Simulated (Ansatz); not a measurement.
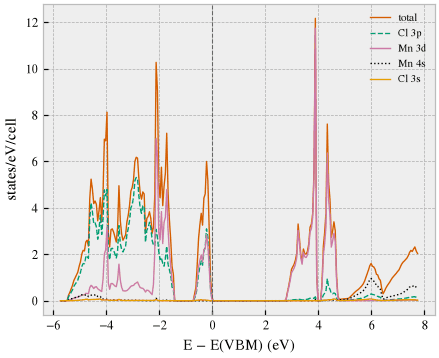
*Total and projected density of states of MnCl2 in space group R-3m (No. 166; Mn on 3a, Cl on 6c), the program Ansatz at the r²SCAN+D4 level (PAW)*

Q: Which orbitals carry the states next to the gap?

A: Top 1 eV of the valence band: Mn 3d 50 %, Cl 3p 49 %. Bottom 1 eV of the conduction band: Mn 3d 92 %. Projections are on Löwdin-orthogonalised atomic valence shells; empty p or d shells of many metals are not among them.

Q: Where is the tallest occupied peak in this window, and what makes it?

A: Near -2.1 eV, about 10 states/eV per cell; the largest projected share is Mn 3d.

The workflow started from a Materials Project entry (that database holds measured and hypothetical structures alike); the Crystallography Open Database files this formula in space group No. 166, but the cells were not matched. Its standing as an ambient phase is unchecked. Symmetry was held in the r²SCAN+D4 relaxation; whether a distortion lowers the energy is not shown. The final state is ferromagnetic, the only order run, not a proven ground state. The cell computed holds one magnetic atom, so no antiferromagnetic order was within reach. Other orbital occupations within this spin state were not tried. No Hubbard U is applied.

Potentials: the later of the program's two PAW sets.
